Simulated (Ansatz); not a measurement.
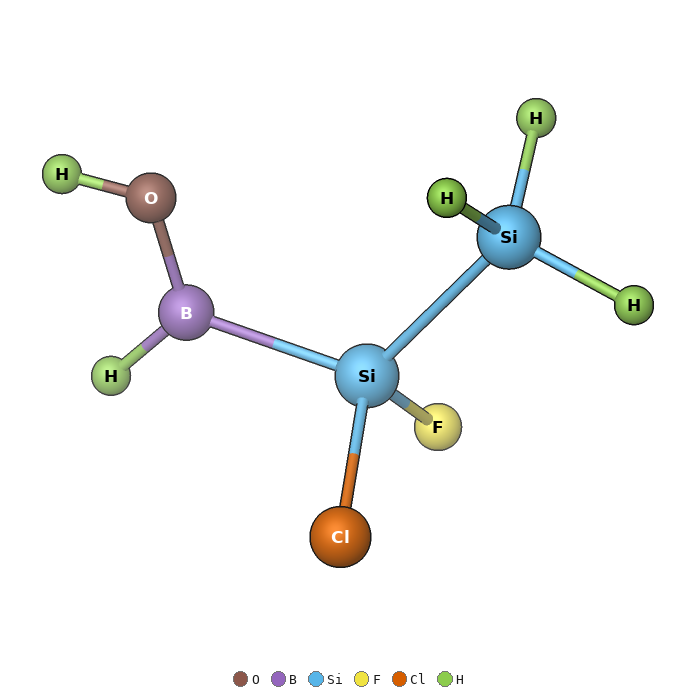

Depth is shown by fading: the farther an atom, the more it takes the colour of the background. The computed structure is the end point of a PBE-D4/def2-SVP optimisation. No frequency run is at hand to confirm it as a minimum.

> List the symmetry elements and name the point group.

It has no symmetry element but the identity, so the point group is C1. The group has 1 operation. The geometry is chiral, and symmetry allows a dipole moment.
